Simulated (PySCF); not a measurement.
## Frequency calculation, with input and output: ZrOBr2

The run: frequency calculation of ZrOBr2. Method and program: RKS-based PBE, Zr def2-SVP with ECP28, O def2-SVP, Br def2-SVP; non-relativistic Hamiltonian with a scalar-relativistic core potential; density fitting (PySCF 2.14.0).

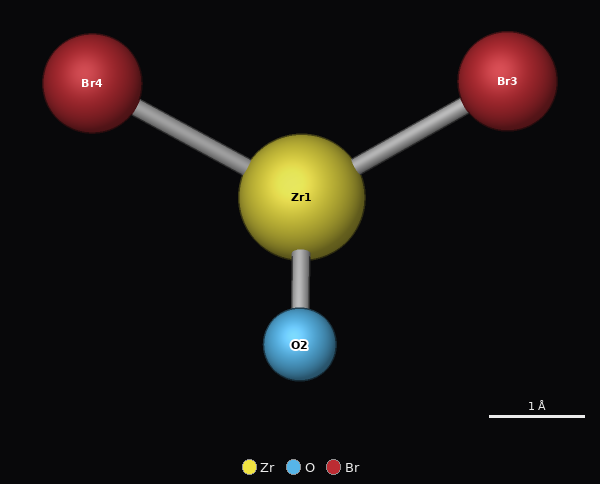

Fig. 1: The input geometry (ball-and-stick view, seen on its broad side; atoms are numbered from 1 in the order of the input). Sticks mark near contacts.

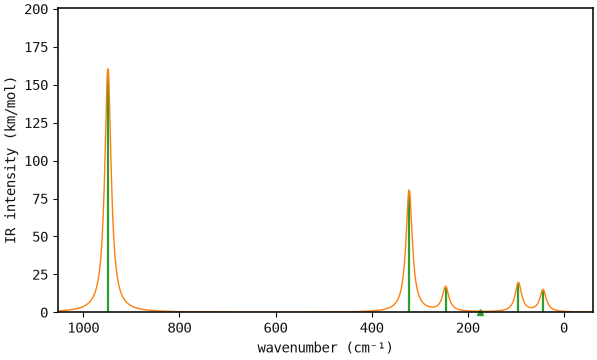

Fig. 2: Harmonic infrared spectrum, unscaled: sticks (degenerate modes added up, dark ones marked on the axis) with a Lorentzian envelope of 16 cm⁻¹ full width, scaled to the tallest stick. 6 modes from 44 to 949 cm⁻¹, none imaginary. The strongest line is at 949 cm⁻¹ (160 km/mol). All modes, in cm⁻¹ (km/mol): 44 (14.5), 95 (19.3), 176 (0.0), 246 (16.2), 322 (80), 949 (160).

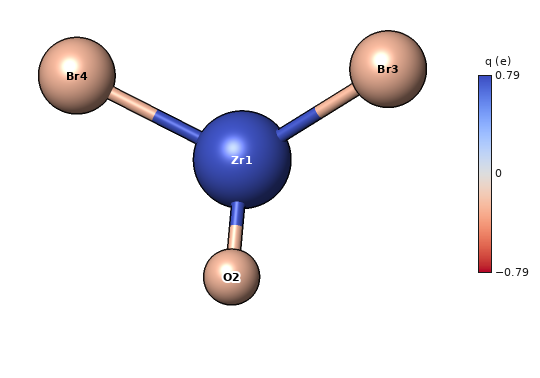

Fig. 3: Mulliken charges, as the colour of each atom (ball-and-stick view, seen at a tilt; atoms are numbered from 1 in the order of the input). By element: Zr +0.75, O −0.25 and Br −0.25 e.

The input that produced these results follows, with the program's output.

Input:
```python
from pyscf import gto, scf, dft
mol = gto.M(atom='''
Zr    -0.263877    -0.457027    -0.438386
O     -1.123081    -1.945148    -0.137270
Br     2.163278    -0.640389     0.262964
Br    -1.636173     1.553321     0.262969''',
    basis={'Zr': 'def2-SVP', 'O': 'def2-SVP', 'Br': 'def2-SVP'},
    ecp={'Zr': 'def2-SVP'},
    charge=0, spin=0)
mf = dft.RKS(mol, xc='PBE')
mf.grids.atom_grid = (75, 302)
aux = {'Zr': 'def2-universal-JKFIT', 'O': 'def2-universal-JKFIT', 'Br': 'def2-universal-JKFIT'}
mf = mf.density_fit(auxbasis=aux)
mf.conv_tol = 1e-09
mf.diis_space = 10
mf.max_cycle = 60
mf.verbose = 4
mf.kernel()
```

The script is an equivalent of the set-up of the self-consistent field. The run itself was carried out by a driver, which started from the orbitals of the step before it where there was one and computed the further properties.

Command:
```bash
OMP_NUM_THREADS=2 python axn.py task.json out
```

Output:
```
init E= -5269.27030649022
  HOMO = -0.262139292456787  LUMO = -0.15432152222582  gap/eV = 2.93387
cycle= 1 E= -5269.27030649022  delta_E= 6.37e-12  |g|= 1.16e-05  |ddm|= 1.27e-05
  HOMO = -0.262138671513346  LUMO = -0.154323978750023  gap/eV = 2.93379
cycle= 2 E= -5269.2703064896  delta_E= 6.2e-10  |g|= 5.38e-05  |ddm|= 4.82e-05
  HOMO = -0.262139216171212  LUMO = -0.15432241627135  gap/eV = 2.93384
cycle= 3 E= -5269.27030649025  delta_E= -6.51e-10  |g|= 5e-06  |ddm|= 3.7e-05
  HOMO = -0.262139213876069  LUMO = -0.15432209370881  gap/eV = 2.93385
cycle= 4 E= -5269.27030649023  delta_E= 2e-11  |g|= 3.04e-07  |ddm|= 6.11e-06
  HOMO = -0.262139188264361  LUMO = -0.154322087512159  gap/eV = 2.93385
Extra cycle  E= -5269.27030649024  delta_E= -9.09e-12  |g|= 4.68e-07  |ddm|= 6.79e-07
converged SCF energy = -5269.27030649024
```

Key numbers:

- outcome: converged
- total energy: −5269.270306 hartree
- HOMO: −7.13 eV
- LUMO: −4.20 eV
- zero-point energy: 0.004171 hartree
- dipole moment: 3.64 D
- wavenumbers, lowest and highest: 44 and 949 cm⁻¹
- hardware: 2 threads of Intel Xeon @ 2.90GHz (Ice Lake), 64 GiB of memory available, shared host
- wall time: 1.7 min (CPU time 3.2 min)
- peak memory: 1.1 GiB
